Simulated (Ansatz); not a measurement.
## Electronic structure of AlH$_{7}$O$_{2}$Si in real space

```xyz
11

Al   -1.2873   -0.3351    0.6426
O    -0.3908   -1.3292    1.7551
H    -1.6007   -0.9408   -0.8028
H    -2.2565    0.7600    1.2710
H     0.9537    0.0553    0.8892
O     0.4418    0.5304    0.2122
Si    1.0840    0.6576   -1.3495
H    -0.7000   -1.5276    2.6361
H     0.0741    1.4122   -2.1146
H     2.3567    1.4068   -1.2304
H     1.3254   -0.6897   -1.9090
```

The reactant side of a reaction path; geometry: PBE0-D4/def2-TZVP; a saddle point, not a minimum.

The calculation used RKS PBE0-D4/def2-TZVPP in Ansatz 0.2.0.

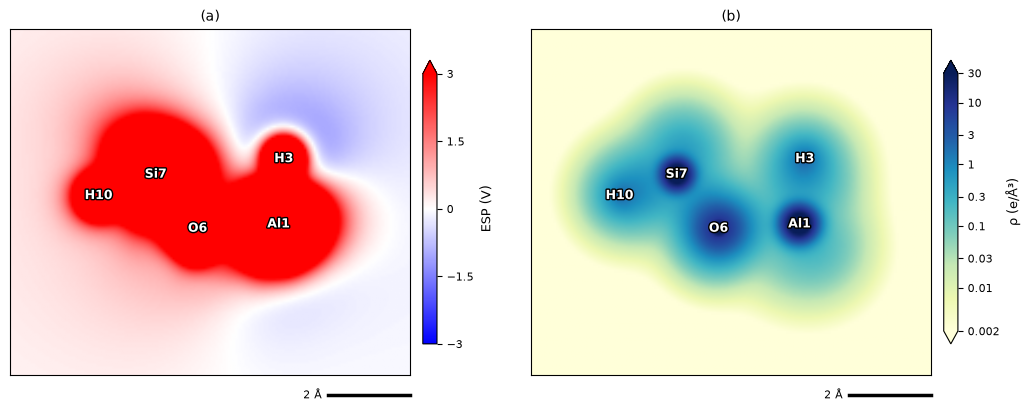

Figure 1. (a) electrostatic potential; (b) electron density on the plane of atoms H3, Al1 and O6.

### What do the fields say about this system?

The plane passes through Al, H, O and Si nuclei. Si–O (1.69 Å): ρ is about 1 e/Å³ halfway. Al–O (1.98 Å): the density is about 0.45 e/Å³ at the midpoint. Si–H (1.48 Å): ρ is about 0.83 e/Å³ halfway. Al–H (1.60 Å): the density is about 0.53 e/Å³ at the midpoint. Outside the dense part of the molecule the potential is most negative (−1.0 V) near H3.

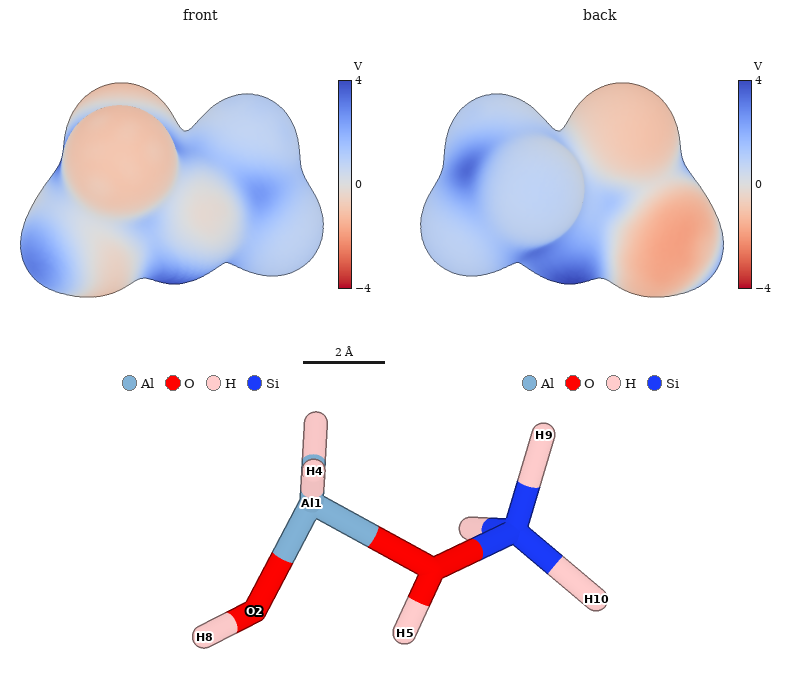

Figure 2. The molecular electrostatic potential painted on the density surface at 0.004 e/bohr³, seen from the front and from behind; red is negative and blue positive. The bare structure is drawn below in the same view.

### Describe the electrostatic potential map.

The most negative region (about −1.8 V) lies over O2, the most positive (about +3.9 V) over H5. O2 is the likeliest acceptor of a hydrogen bond.

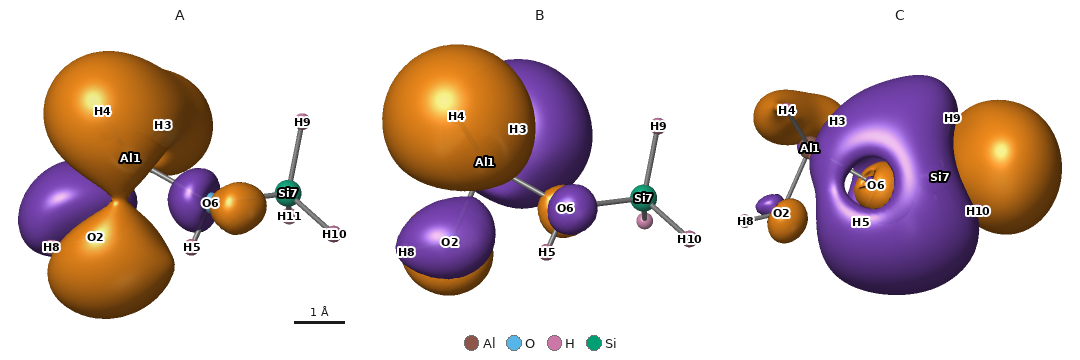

Figure 3. Three frontier orbitals at ±0.06 Å⁻³ᐟ² (orange and purple are the two phases), in no order.

### Order the three orbitals by energy and name them.

A is the HOMO−1 (−8.61 eV). It lies mainly on O2 (about 55 %), Al1 (about 20 %), H4 (about 15 %) and H3 (about 5 %). B is the HOMO (−7.40 eV). It lies mainly on H4 (about 30 %), Al1 (about 30 %), H3 (about 25 %) and O2 (about 15 %). C is the LUMO (−0.70 eV). Its weight (Hirshfeld) is mainly on Si7 (about 50 %), O6 (about 10 %), Al1 (about 10 %), H5 (about 10 %) and H10 (about 5 %).

### What is the HOMO–LUMO gap?

6.70 eV between the orbital energies.
